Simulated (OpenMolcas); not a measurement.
# FNO-MP2/def2-TZVP (RICD fitting, core potential, virtual fraction 0.4) run of MoO3 (molybdenum trioxide)

Aim: the energy change on altering one bond length of MoO3 (molybdenum trioxide) at FNO-MP2/def2-TZVP (RICD fitting, core potential, virtual fraction 0.4), from 2 runs. 

The calculation is run with OpenMolcas 26.06.

## 1. The system as given

MoO3 has 4 atoms, charge 0, and is taken as a singlet. SMILES: `[O]=[Mo](=[O])=[O]`. The shape is that of a PBE0-D4/def2-TZVP optimisation.

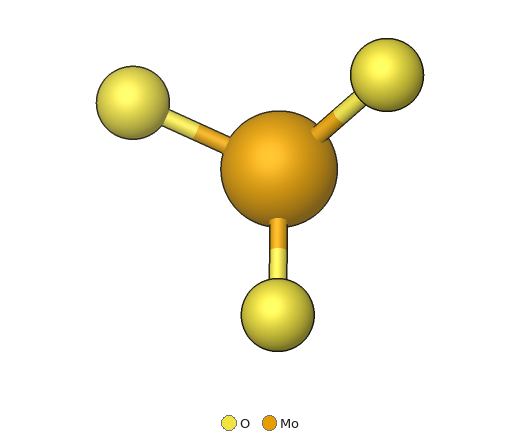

Viewed from a chosen angle; oxygen yellow, molybdenum amber.

## 2. A single-point energy at FNO-MP2/def2-TZVP (RICD fitting, core potential, virtual fraction 0.4)

Input file mol.xyz:

```xyz
4

O     -0.968000    -0.149800     1.262500
Mo    -0.138100    -0.336500    -0.200300
O      1.507000    -0.607600     0.088800
O     -0.345200     1.033600    -1.171400
```

Input file job.input:

```
* MoO3 FNO-MP2

&GATEWAY
  BasLib
  $CurrDir
  Coord
  mol.xyz
  Basis
  def2-TZVP
  Group
  NoSym
  RICD

&SEWARD

&SCF
  PrOrbitals
  0

&MBPT2
  FNOMP2
  0.4
  DoMP2
  Frozen
  3
```

The basis set def2-TZVP is read from a file made from the Basis Set Exchange's data (not shown).

Command:

```sh
export MOLCAS_MEM=1860
pymolcas job.input > job.log
```

Standard output:

```text
--- Start Module: gateway ---
[...]
--- Stop Module: gateway /rc=_RC_ALL_IS_WELL_ ---
[...]
      Basis functions          133
[...]
--- Start Module: scf ---
[...]
       Convergence after  16 Iterations
[...]
::    Total SCF energy                               -292.1702480157
[...]
      Total spin, S                                     0.0000000000
[...]
      Total electronic charge=   38.000000
      Total            charge=   -0.000000
[...]
      Dipole Moment (debye):
      Origin of the operator (angstrom)=   -0.0714   -0.1955   -0.1147
                   X= -2.1625E+00               Y= -4.5714E+00               Z= -2.7767E+00           Total=  5.7693E+00
      Quadrupole Moment (debye*angstrom):
[...]
--- Stop Module: scf /rc=_RC_ALL_IS_WELL_ ---
[...]
--- Start Module: mbpt2 ---
[...]
WARNING!
Default frozen orbitals as non valence orbitals is overwritten by user input.
Default values:   3
[...]
       Reference weight ( Cref**2 )         =        0.70620
::    Total MBPT2 energy                             -293.3115189100
[...]
--- Stop Module: mbpt2 /rc=_RC_ALL_IS_WELL_ ---
[...]
```

It took 11 s on 1 thread of Arm Neoverse V1, shared host; peak memory 0.094 GiB.

## 3. The distorted shape, same level

Input file mol.xyz:

```xyz
4

O     -0.947287    -0.286829     1.359623
Mo    -0.117387    -0.473529    -0.103177
O      1.527713    -0.744629     0.185923
O     -0.345200     1.033600    -1.171400
```

Input file job.input:

```
* MoO3 FNO-MP2
&GATEWAY
BasLib=$CurrDir
Coord=mol.xyz
Basis=def2-TZVP
Group=NoSym
RICD
&SEWARD
&SCF
PrOrbitals=0
&MBPT2
FNOMP2=0.4
DoMP2
Frozen=3
```

The basis set def2-TZVP is read from a file made from the Basis Set Exchange's data (not shown).

Command:

```sh
export MOLCAS_MEM=1860
pymolcas job.input > job.log
```

Standard output:

```text
--- Start Module: gateway ---
[...]
--- Stop Module: gateway /rc=_RC_ALL_IS_WELL_ ---
[...]
      Basis functions          133
[...]
--- Start Module: scf ---
[...]
       Convergence after  19 Iterations
[...]
::    Total SCF energy                               -292.1371540218
[...]
      Total spin, S                                     0.0000000000
[...]
      Total electronic charge=   38.000000
      Total            charge=   -0.000000
[...]
      Dipole Moment (debye):
      Origin of the operator (angstrom)=   -0.0530   -0.3175   -0.0282
                   X= -1.8812E+00               Y= -5.3495E+00               Z= -1.8800E+00           Total=  5.9741E+00
      Quadrupole Moment (debye*angstrom):
[...]
--- Stop Module: scf /rc=_RC_ALL_IS_WELL_ ---
[...]
--- Start Module: mbpt2 ---
[...]
WARNING!
Default frozen orbitals as non valence orbitals is overwritten by user input.
Default values:   3
[...]
       Reference weight ( Cref**2 )         =        0.68924
::    Total MBPT2 energy                             -293.3060177658
[...]
--- Stop Module: mbpt2 /rc=_RC_ALL_IS_WELL_ ---
[...]
```

It took 12 s on 1 thread of Arm Neoverse V1, shared host; peak memory 0.094 GiB.

## 4. Summary of results

Level: FNO-MP2/def2-TZVP (RICD fitting, core potential, virtual fraction 0.4), 3 core orbitals frozen.

```
                                                          quantity          value
                                         first shape: total energy  -293.31152 Eh
                   first shape: dipole moment (mean-field density)         5.77 D
                  first shape: HOMO energy (Hartree–Fock orbitals)      -13.08 eV
                  first shape: LUMO energy (Hartree–Fock orbitals)       -2.10 eV
                first shape: HOMO–LUMO gap (Hartree–Fock orbitals)       10.99 eV
          first shape: correlation energy (3 core orbitals frozen)    -1141.3 mEh
                                     distorted shape: total energy  -293.30602 Eh
               distorted shape: dipole moment (mean-field density)         5.97 D
              distorted shape: HOMO energy (Hartree–Fock orbitals)      -12.18 eV
              distorted shape: LUMO energy (Hartree–Fock orbitals)       -2.30 eV
            distorted shape: HOMO–LUMO gap (Hartree–Fock orbitals)        9.87 eV
      distorted shape: correlation energy (3 core orbitals frozen)    -1168.9 mEh
energy change with the Mo2–O4 bond stretched from 1.692 to 1.861 Å       0.150 eV
```

With the Mo2–O4 bond stretched from 1.692 to 1.861 Å the energy rises by 0.15 eV (14.4 kJ/mol). The first shape isn't relaxed at this level, so the change isn't measured from a minimum.
